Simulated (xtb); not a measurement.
# Single-point calculation, with input and output: C$_{2}$H$_{6}$BNS

The run: single-point calculation of C$_{2}$H$_{6}$BNS, SMILES BC(=N)CS. Method and program: GFN2-xTB, GBSA solvent ch2cl2 (xtb 6.7.1).

The geometry comes from this level: GFN2-xTB.

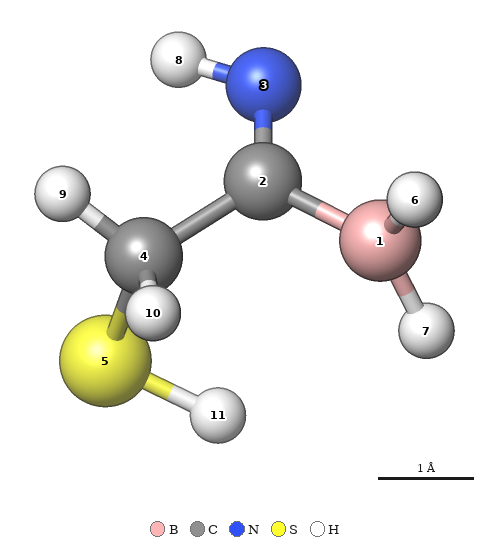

Fig. 1: The structure (ball-and-stick view, seen at a tilt; atoms are numbered from 1 in the order of the input).

**Input (coord)**
```
$coord
     -2.716178947970      0.793250335334      1.331708897285  b
     -0.280208589760     -0.824071768427      0.943823712944  c
     -0.024509747836     -3.109638824378      1.545531408286  n
      1.808392312222      0.721516331643     -0.313807920255  c
      1.942865223250      0.015457959699     -3.701482149349  s
     -3.080499247536      1.738207883953      3.287518744489  h
     -4.043654858735      1.191623499667     -0.386486787008  h
      1.688186833434     -3.896823138852      1.132021537696  h
      3.660853037670      0.178390146165      0.412678391096  h
      1.536763079068      2.751838079941     -0.083658175537  h
     -0.492009093808      0.440249495254     -4.167847659646  h
$end
```

**File .CHRG**
```
0
```

**File .UHF**
```
0
```

Run on 1 thread of Intel Xeon (Granite Rapids), 64 GiB of memory available, shared host.

Launch command:
```bash
xtb coord --gfn2 --gbsa ch2cl2 -P 1 > out.txt 2> xtb.err
```

**The program's output**
```
* xtb version 6.7.1
   ID    Z sym.   atoms
    1    5 b      1
    2    6 c      2, 4
    3    7 n      3
    4   16 s      5
    5    1 h      6-11

           -------------------------------------------------
          |                Calculation Setup                |
           -------------------------------------------------

          program call               : xtb coord --gfn2 --gbsa ch2cl2 -P 1
          coordinate file            : coord
          omp threads                :                     1

           -------------------------------------------------
          |                 G F N 2 - x T B                 |
           -------------------------------------------------

      * Hamiltonian:
        H0-scaling (s, p, d)           1.850000    2.230000    2.230000
        zeta-weighting                 0.500000
      * Dispersion:
        s8                             2.700000
        a1                             0.520000
        a2                             5.000000
        s9                             5.000000
      * Repulsion:
        kExp                           1.500000    1.000000
        rExp                           1.000000
      * Coulomb:
        alpha                          2.000000
        third order                    shell-resolved
        anisotropic                    true
        a3                             3.000000
        a5                             4.000000
        cn-shift                       1.200000
        cn-exp                         4.000000
        max-rad                        5.000000

      * Solvation model:               GBSA
        Solvent                        ch2cl2
        Parameter file                 internal GFN2-xTB/GBSA
        Dielectric constant                8.9300E+00
        Reference state                gsolv [1 M gas/solution]
        Free energy shift                  4.4408E-03 Eh       2.7867E+00 kcal/mol
        Temperature                        2.9815E+02 K
        Density                            1.3300E+00 kg/L
        Solvent mass                       8.4930E+01 g/mol
        Interaction kernel             Still
        Born radius scaling (c1)           1.4917E+00
        Born radii integrator          GBOBC
        Born offset                        0.0000E+00 a0       0.0000E+00 AA
        H-bond correction              false
        Ion screening                  false
        Surface tension                    1.0000E-05 Eh       1.5569E+01 dyn/cm
        Grid points                               230 per atom

          ...................................................
          :                      SETUP                      :
          :.................................................:
          :  # basis functions                  32          :
          :  # atomic orbitals                  31          :
          :  # shells                           17          :
          :  # electrons                        28          :
          :  max. iterations                   250          :
          :  Hamiltonian                  GFN2-xTB          :
          :  restarted?                      false          :
          :  GBSA solvation                   true          :
          :  PC potential                    false          :
          :  electronic temp.          300.0000000     K    :
          :  accuracy                    1.0000000          :
          :  -> integral cutoff          0.2500000E+02      :
          :  -> integral neglect         0.1000000E-07      :
          :  -> SCF convergence          0.1000000E-05 Eh   :
          :  -> wf. convergence          0.1000000E-03 e    :
          :  Broyden damping             0.4000000          :
          :  net charge                          0          :
          :  unpaired electrons                  0          :
          ...................................................

 iter      E             dE          RMSdq      gap      omega  full diag
   1    -14.7508760 -0.147509E+02  0.875E+00    3.48       0.0  T
   2    -14.8476535 -0.967775E-01  0.574E+00    1.38       1.0  T
   3    -14.8487362 -0.108272E-02  0.161E+00    2.52       1.0  T
   4    -14.8532917 -0.455547E-02  0.778E-01    2.16       1.0  T
   5    -14.8562964 -0.300479E-02  0.305E-01    2.25       1.0  T
   6    -14.8563456 -0.491538E-04  0.779E-02    2.28       1.0  T
   7    -14.8563972 -0.515917E-04  0.323E-02    2.22       1.0  T
   8    -14.8564020 -0.480788E-05  0.141E-02    2.23       2.1  T
   9    -14.8564014  0.625889E-06  0.942E-03    2.23       3.2  T
  10    -14.8564022 -0.825004E-06  0.326E-03    2.23       9.3  T
  11    -14.8564022 -0.353396E-07  0.764E-04    2.23      39.5  T
  12    -14.8564022 -0.470172E-08  0.213E-04    2.23     141.7  T

   *** convergence criteria satisfied after 12 iterations ***

         #    Occupation            Energy/Eh            Energy/eV
      -------------------------------------------------------------
         1        2.0000           -0.7242100             -19.7068
       ...           ...                  ...                  ...
         8        2.0000           -0.5099039             -13.8752
         9        2.0000           -0.4843119             -13.1788
        10        2.0000           -0.4674219             -12.7192
        11        2.0000           -0.4472090             -12.1692
        12        2.0000           -0.4422568             -12.0344
        13        2.0000           -0.3921104             -10.6699
        14        2.0000           -0.3729060             -10.1473 (HOMO)
        15                         -0.2909924              -7.9183 (LUMO)
        16                         -0.2505158              -6.8169
        17                         -0.2011050              -5.4723
        18                         -0.1279371              -3.4813
        19                         -0.0272426              -0.7413
       ...                                ...                  ...
        31                          0.5791146              15.7585
      -------------------------------------------------------------
                  HL-Gap            0.0819136 Eh            2.2290 eV
             Fermi-level           -0.3319492 Eh           -9.0328 eV

 SCC (total)                   0 d,  0 h,  0 min,  0.005 sec
 SCC setup                      ...        0 min,  0.000 sec (  5.033%)
 Dispersion                     ...        0 min,  0.000 sec (  0.936%)
 classical contributions        ...        0 min,  0.000 sec (  0.339%)
 integral evaluation            ...        0 min,  0.001 sec ( 17.062%)
 iterations                     ...        0 min,  0.002 sec ( 48.267%)
 molecular gradient             ...        0 min,  0.001 sec ( 27.211%)
 printout                       ...        0 min,  0.000 sec (  1.024%)

         :::::::::::::::::::::::::::::::::::::::::::::::::::::
         ::                     SUMMARY                     ::
         :::::::::::::::::::::::::::::::::::::::::::::::::::::
         :: total energy             -14.692699697289 Eh    ::
         :: total w/o Gsasa/hb       -14.683451896475 Eh    ::
         :: gradient norm              0.006090914107 Eh/a0 ::
         :: HOMO-LUMO gap              2.228982265886 eV    ::
         ::.................................................::
         :: SCC energy               -14.856393834264 Eh    ::
         :: -> isotropic ES            0.033812970920 Eh    ::
         :: -> anisotropic ES          0.004552463074 Eh    ::
         :: -> anisotropic XC          0.012086801032 Eh    ::
         :: -> dispersion             -0.006661729615 Eh    ::
         :: -> Gsolv                  -0.011980816628 Eh    ::
         ::    -> Gelec               -0.002733015814 Eh    ::
         ::    -> Gsasa               -0.013688629987 Eh    ::
         ::    -> Ghb                  0.000000000000 Eh    ::
         ::    -> Gshift               0.004440829173 Eh    ::
         :: repulsion energy           0.163694136975 Eh    ::
         :: add. restraining           0.000000000000 Eh    ::
         :: total charge               0.000000000000 e     ::
         :::::::::::::::::::::::::::::::::::::::::::::::::::::

           -------------------------------------------------
          |                Property Printout                |
           -------------------------------------------------

    * Orbital Energies and Occupations

         #    Occupation            Energy/Eh            Energy/eV
      -------------------------------------------------------------
         1        2.0000           -0.7242100             -19.7068
         2        2.0000           -0.6529707             -17.7682
         3        2.0000           -0.6188271             -16.8391
         4        2.0000           -0.5721776             -15.5697
         5        2.0000           -0.5324500             -14.4887
         6        2.0000           -0.5254498             -14.2982
         7        2.0000           -0.5116767             -13.9234
         8        2.0000           -0.5099039             -13.8752
         9        2.0000           -0.4843119             -13.1788
        10        2.0000           -0.4674219             -12.7192
        11        2.0000           -0.4472090             -12.1692
        12        2.0000           -0.4422568             -12.0344
        13        2.0000           -0.3921104             -10.6699
        14        2.0000           -0.3729060             -10.1473 (HOMO)
        15                         -0.2909924              -7.9183 (LUMO)
        16                         -0.2505158              -6.8169
        17                         -0.2011050              -5.4723
        18                         -0.1279371              -3.4813
        19                         -0.0272426              -0.7413
        20                         -0.0182233              -0.4959
        21                         -0.0049354              -0.1343
        22                          0.0970167               2.6400
        23                          0.1159206               3.1544
        24                          0.1586604               4.3174
        25                          0.1828438               4.9754
       ...                                ...                  ...
        31                          0.5791146              15.7585
      -------------------------------------------------------------
                  HL-Gap            0.0819136 Eh            2.2290 eV
             Fermi-level           -0.3319492 Eh           -9.0328 eV

     #   Z          covCN         q      C6AA      α(0)
     1   5 b        2.786     0.244    17.671     7.028
     2   6 c        2.821     0.057    26.720     8.470
     3   7 n        1.774    -0.336    29.537     8.048
     4   6 c        3.797    -0.012    20.801     6.494
     5  16 s        1.926    -0.286   153.405    20.846
     6   1 h        0.940    -0.043     3.925     3.097
     7   1 h        0.940    -0.046     4.000     3.127
     8   1 h        0.860     0.141     1.464     1.895
     9   1 h        0.925     0.060     2.200     2.319
    10   1 h        0.925     0.049     2.337     2.391
    11   1 h        0.923     0.173     1.244     1.744

 Mol. C6AA /au·bohr⁶  :       1680.259895
 Mol. C8AA /au·bohr⁸  :      49742.768375
 Mol. α(0) /au        :         65.459237

Wiberg/Mayer (AO) data.
largest (>0.10) Wiberg bond orders for each atom

 ---------------------------------------------------------------------------
     #   Z sym  total        # sym  WBO       # sym  WBO       # sym  WBO
 ---------------------------------------------------------------------------
     1   5 b    3.060 --     2 c    1.013     6 h    0.970     7 h    0.969
     2   6 c    3.934 --     3 n    1.920     1 b    1.013     4 c    0.960
     3   7 n    3.031 --     2 c    1.920     8 h    0.944
     4   6 c    3.972 --     5 s    0.978    10 h    0.974     9 h    0.962
                             2 c    0.960
     5  16 s    2.036 --     4 c    0.978    11 h    0.957
     6   1 h    0.998 --     1 b    0.970
     7   1 h    0.998 --     1 b    0.969
     8   1 h    0.980 --     3 n    0.944
     9   1 h    0.996 --     4 c    0.962
    10   1 h    0.998 --     4 c    0.974
    11   1 h    0.970 --     5 s    0.957
 ---------------------------------------------------------------------------

Topologies differ in total number of bonds
Writing topology from bond orders to xtbtopo.mol

molecular dipole:
                 x           y           z       tot (Debye)
 q only:       -0.481       0.719       0.254
   full:       -0.216       0.949       0.279       2.573
molecular quadrupole (traceless):
                xx          xy          yy          xz          yz          zz
 q only:        1.990      -1.244      -0.402       3.377       1.013      -1.589
  q+dip:        3.720      -3.134      -0.130       6.069       1.769      -3.590
   full:        3.671      -1.957      -0.450       5.967       1.691      -3.221

           -------------------------------------------------
          | TOTAL ENERGY              -14.692699697289 Eh   |
          | GRADIENT NORM               0.006090914107 Eh/α |
          | HOMO-LUMO GAP               2.228982265886 eV   |
           -------------------------------------------------

------------------------------------------------------------------------
------------------------------------------------------------------------
 total:
 *  cpu-time:     0 d,  0 h,  0 min,  0.011 sec
 * ratio c/w:     1.000 speedup
 SCF:
 *  cpu-time:     0 d,  0 h,  0 min,  0.005 sec
 * ratio c/w:     1.000 speedup
```

**Standard error**
```
normal termination of xtb
```

**Key numbers**

```csv
quantity,value
outcome,converged
electrons treated,28
total energy,−14.692700 hartree
dispersion energy,−0.006662 hartree
solvation energy,−0.011981 hartree
basis functions,32
HOMO,−10.15 eV
LUMO,−7.92 eV
dipole moment,2.57 D
peak memory,0.076 GiB
```
